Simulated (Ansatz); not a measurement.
# One shape, several levels: SiHCl (SMILES [SiH]Cl)

Aim: a comparison of 6 runs (HF/STO-3G, HF/3-21G, B3LYP/6-31G*, PBE/def2-SVP, CAM-B3LYP/cc-pVTZ) of SiHCl. 

The calculation is run with Ansatz 0.2.0.

15 further runs of the same task are left out: 1 for a known fault of the program, 2 that didn't finish, 12 set aside as unsound or not needed. Runs told in other sessions of the task aren't counted.

## Step 1: The system as given

SiHCl: 3 atoms, total charge 0, spin state singlet. As SMILES, `[SiH]Cl`. The shape is that of a PBE0-D4/def2-TZVP optimisation.

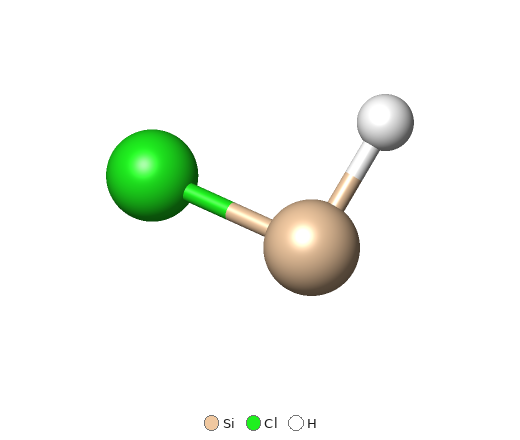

The structure, seen from a chosen angle (silicon light orange, chlorine green, hydrogen white).

## Step 2: Energy and gradient at HF/STO-3G (run 1)

job.yaml reads:

```yaml
basis:
  gaussian:
    orbitals: STO-3G
crystal:
  periodic: [false, false, false]
  atoms:
    - {symbol: Si, position_ang: [-0.548300, 0.570970, -0.233910]}
    - {symbol: Cl, position_ang: [1.275420, 0.352820, 0.736230]}
    - {symbol: H, position_ang: [-0.727130, -0.923790, -0.502320]}
hamiltonian:
  xc: hf
accuracy: high
output: {forces: true, orbitals: {seedname: orbitals}}
```

On the command line:

```console
$ ansatz run job.yaml --threads 1 --pin off --max-ram 3480MiB --events-out events.jsonl --progress --plain --runs-dir runs
```

What it wrote:

```text
Warning: RAYON_NUM_THREADS=1 ignored (pool sized by the plan → 1); use --threads N
Functional definition: HF
  name "HF"
  exchange = exact_x
  correlation = 0
319 factors; integrals over basis functions are off by at most 1.2e-8 eV
mean field evaluation 1: about -20156.0853 eV, gradient 1.2e1 eV
mean field evaluation 2: about -20156.1170 eV, gradient 1.2e1 eV
mean field evaluation 4: about -20157.0073 eV, gradient 4.2e-1 eV
mean field evaluation 8: about -20157.0082 eV, gradient 4.5e-6 eV
mean field -20157.00820617 eV, -740.7563886657 hartree, gradient 1.9e-8 eV, S^2 0.000000; 0 other end points of the search recorded, 0 dependent functions left out
the calculation of the forces begins
reference -20157.00820617 eV, -740.7563886657 hartree; 16, 16 occupied and 3, 3 virtual orbitals, 319 factors
Total energy: -20157.00820617 eV, -740.7563886657 hartree
Atom 0 at    -0.548300     0.570970    -0.233910 Å, force    -1.094660    -1.333315    -0.749661 eV/Å
Atom 1 at     1.275420     0.352820     0.736230 Å, force     0.784656    -0.197807     0.405523 eV/Å
Atom 2 at    -0.727130    -0.923790    -0.502320 Å, force     0.310004     1.531121     0.344138 eV/Å
Dipole moment:    -0.543234     0.039665    -0.291870 e Å
```

It took 0.14 s on 1 thread of Intel Xeon 6975P-C (Granite Rapids), shared host.

## Step 3: Energy and forces at HF/3-21G (run 2)

run.yaml reads:

```yaml
basis:
  gaussian: {orbitals: 3-21G.json}
crystal:
  periodic: [false, false, false]
  atoms:
    - {symbol: Si, position_ang: [-0.548300, 0.570970, -0.233910]}
    - {symbol: Cl, position_ang: [1.275420, 0.352820, 0.736230]}
    - {symbol: H, position_ang: [-0.727130, -0.923790, -0.502320]}
accuracy: high
output: {forces: true, orbitals: {seedname: orbitals}}
hamiltonian: {xc: hf}
```

The basis set 3-21G is read from a file made from the Basis Set Exchange's data (not shown).

On the command line:

```console
$ ansatz run run.yaml --threads 1 --pin off --max-ram 3480MiB --events-out events.jsonl --progress --plain --runs-dir runs
```

What it wrote:

```text
Warning: RAYON_NUM_THREADS=1 ignored (pool sized by the plan → 1); use --threads N
[... 4 set-up lines as earlier in the session ...]
568 factors; integrals over basis functions are off by at most 3.6e-9 eV
mean field evaluation 1: about -20279.2274 eV, gradient 1.0e1 eV
mean field evaluation 2: about -20279.2296 eV, gradient 1.0e1 eV
mean field evaluation 4: about -20279.6964 eV, gradient 7.9e-1 eV
mean field evaluation 8: about -20279.7014 eV, gradient 3.4e-5 eV
mean field -20279.70138628 eV, -745.2652798703 hartree, gradient 2.9e-8 eV, S^2 0.000000; 0 other end points of the search recorded, 0 dependent functions left out
the calculation of the forces begins
reference -20279.70138628 eV, -745.2652798703 hartree; 16, 16 occupied and 12, 12 virtual orbitals, 568 factors
Total energy: -20279.70138628 eV, -745.2652798703 hartree
Atom 0 at    -0.548300     0.570970    -0.233910 Å, force    -2.134271     0.102058    -1.152853 eV/Å
Atom 1 at     1.275420     0.352820     0.736230 Å, force     2.236573    -0.176396     1.200176 eV/Å
Atom 2 at    -0.727130    -0.923790    -0.502320 Å, force    -0.102302     0.074338    -0.047323 eV/Å
Dipole moment:    -0.446962    -0.060284    -0.250765 e Å
```

Run time: 0.22 s. Hardware: 1 thread of Intel Xeon 6975P-C (Granite Rapids), shared host.

Runs 3 to 5 aren't shown in full; the table further down has their settings and results.

## Step 4: Energy and gradient at CAM-B3LYP/cc-pVTZ (run 6)

molecule.yaml reads:

```yaml
crystal:
  periodic: [false, false, false]
  atoms:
    - {symbol: Si, position_ang: [-0.548300, 0.570970, -0.233910]}
    - {symbol: Cl, position_ang: [1.275420, 0.352820, 0.736230]}
    - {symbol: H, position_ang: [-0.727130, -0.923790, -0.502320]}
basis:
  gaussian:
    orbitals: cc-pVTZ
accuracy: high
output: {forces: true, orbitals: {seedname: orbitals}}
hamiltonian:
  xc: {name: CAM-B3LYP}
```

On the command line:

```console
$ ansatz run molecule.yaml --threads 1 --pin off --max-ram 3480MiB --events-out events.jsonl --progress --plain --runs-dir runs
```

What it wrote:

```text
Warning: RAYON_NUM_THREADS=1 ignored (pool sized by the plan → 1); use --threads N
Functional definition: CAM-B3LYP
  name "CAM-B3LYP"
  parameter alpha = 0.19
  parameter beta = 0.46
  parameter omega = 0.33/bohr
  parameter ac = 0.81
  exchange = (1 - alpha - beta)*b88_x + beta*b88_x_sr(omega) + alpha*exact_x + beta*exact_x_lr(omega)
  correlation = (1 - ac)*vwn5_c + ac*lyp_c
1266 factors; integrals over basis functions are off by at most 3.8e-9 eV
304 factors; integrals over basis functions are off by at most 1.6e-9 eV
mean field evaluation 1: about -20417.0889 eV, gradient 1.2e1 eV
mean field evaluation 2: about -20417.2748 eV, gradient 1.1e1 eV
mean field evaluation 4: about -20417.5369 eV, gradient 9.7e-1 eV
mean field evaluation 8: about -20417.5403 eV, gradient 1.5e-2 eV
mean field evaluation 16: about -20417.5403 eV, gradient 2.0e-5 eV
mean field -20417.54026628 eV, -750.3307652800 hartree, gradient 2.9e-8 eV, S^2 0.000000; 0 other end points of the search recorded, 0 dependent functions left out
the calculation of the forces begins
reference -20417.54028039 eV, -750.3307657985 hartree; 16, 16 occupied and 66, 66 virtual orbitals, 1266 factors
Total energy: -20417.54028039 eV, -750.3307657985 hartree
Atom 0 at    -0.548300     0.570970    -0.233910 Å, force    -0.158146    -0.093849    -0.097015 eV/Å
Atom 1 at     1.275420     0.352820     0.736230 Å, force     0.163051    -0.005720     0.088312 eV/Å
Atom 2 at    -0.727130    -0.923790    -0.502320 Å, force    -0.004905     0.099569     0.008703 eV/Å
Dipole moment:    -0.199873    -0.022827    -0.111665 e Å
```

It took 2.9 s on 1 thread of Intel Xeon 6975P-C (Granite Rapids), shared host; peak memory 0.22 GiB.

## Step 5: Overview of the runs

```
run                               level  Cartesian functions  energy (Eh)  dipole moment (D)  HOMO energy (eV)  LUMO energy (eV)  wall time
  1                           HF/STO-3G                   no  -740.756389               2.97             -7.31              4.76     0.14 s
  2                            HF/3-21G                   no  -745.265280               2.48             -9.74             -0.20     0.22 s
  3  B3LYP/6-31G* (spherical functions)                   no  -750.274170               1.26             -6.80             -3.17      1.1 s
  4  B3LYP/6-31G* (Cartesian functions)                  yes  -750.279263               1.26             -6.80             -3.17      1.2 s
  5                        PBE/def2-SVP                   no  -749.700283               0.71             -5.76             -3.71     0.82 s
  6                   CAM-B3LYP/cc-pVTZ                   no  -750.330766               1.11             -8.29             -1.86      2.9 s
```

## Step 6: What came out

| quantity | value |
| --- | --- |
| run 6: total energy | -750.33077 Eh |
| run 6: dipole moment | 1.11 D |
| run 6: HOMO energy | -8.29 eV |
| run 6: LUMO energy | -1.86 eV |
| run 6: HOMO–LUMO gap | 6.43 eV |
| run 6: largest force on an atom | 0.208 eV/Å |

What this shows: The dipole moment (its size) runs from 0.71 D (PBE/def2-SVP) to 2.97 D (HF/STO-3G). The two ends differ in method and basis. The HOMO–LUMO gap runs from 2.05 eV (PBE/def2-SVP) to 12.07 eV (HF/STO-3G). Totals of different functionals can't be ranked against each other. In run 1 the basis is minimal, so the values are rough. All runs together took 6.3 s, the longest 2.9 s.
